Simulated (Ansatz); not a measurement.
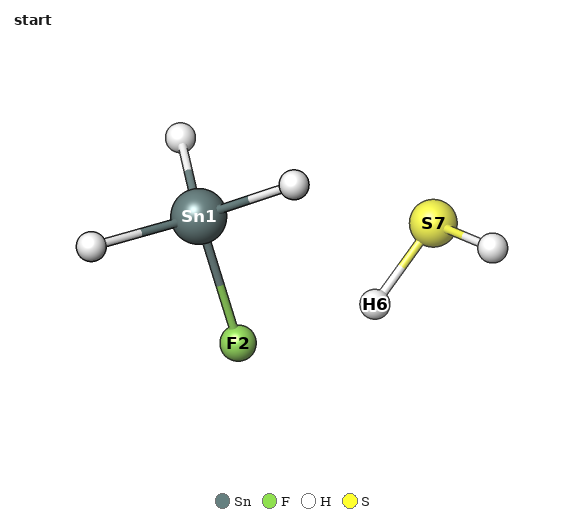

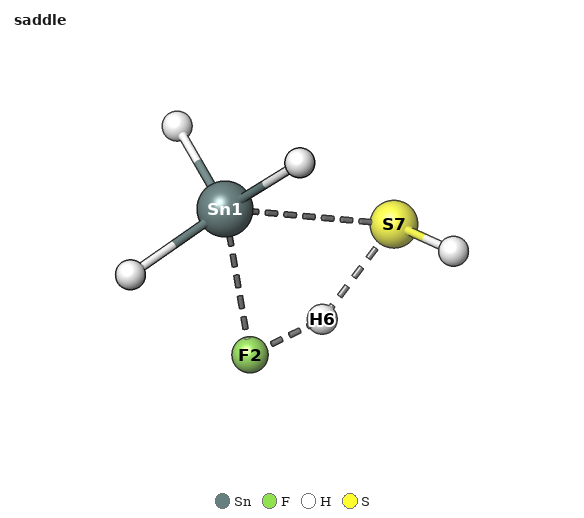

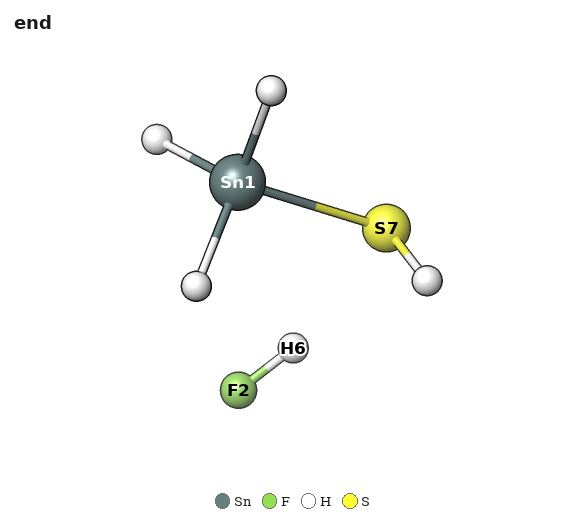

A saddle point and the two end points reached downhill from it. Broken sticks mark bonds that form or break. The species is neutral and a spin singlet. Geometries: PBE0-D4/def2-TZVP; all other levels are single points on them, and energies count from the start as drawn. Program: Ansatz 0.2.0, core potentials on Sn. In CBS estimates cores are frozen, and CCSD(T) − MP2 is taken in the smaller basis.

**Which bonds form and which break from start to end?**

Formed: Sn1–S7, F2–H6; broken: Sn1–F2, H6–S7. At the saddle point Sn1···S7 is 2.76 Å, F2···H6 is 1.17 Å, Sn1···F2 is 2.19 Å, H6···S7 is 1.60 Å.

Give the electronic barrier and the reaction energy from start to end in eV (no zero-point energy) with CCSD(T)/CBS (MP2 limit from def2-TZVPP and def2-QZVPP plus CCSD(T) − MP2); RHF-CCSD(T) (frozen core)/def2-TZVPP; B2PLYP (frozen core)/def2-TZVPP; r2SCAN0-D4/def2-TZVPP; PBE-D4/def2-TZVPP; PBE0-D4/def2-TZVPP.

```tsv
level	barrier	reaction energy
CCSD(T)/CBS (MP2 limit from def2-TZVPP and def2-QZVPP plus CCSD(T) − MP2)	0.874	−0.183
RHF-CCSD(T) (frozen core)/def2-TZVPP	0.932	−0.186
B2PLYP (frozen core)/def2-TZVPP	0.887	−0.137
r2SCAN0-D4/def2-TZVPP	0.771	−0.205
PBE-D4/def2-TZVPP	0.533	−0.235
PBE0-D4/def2-TZVPP	0.696	−0.262
```
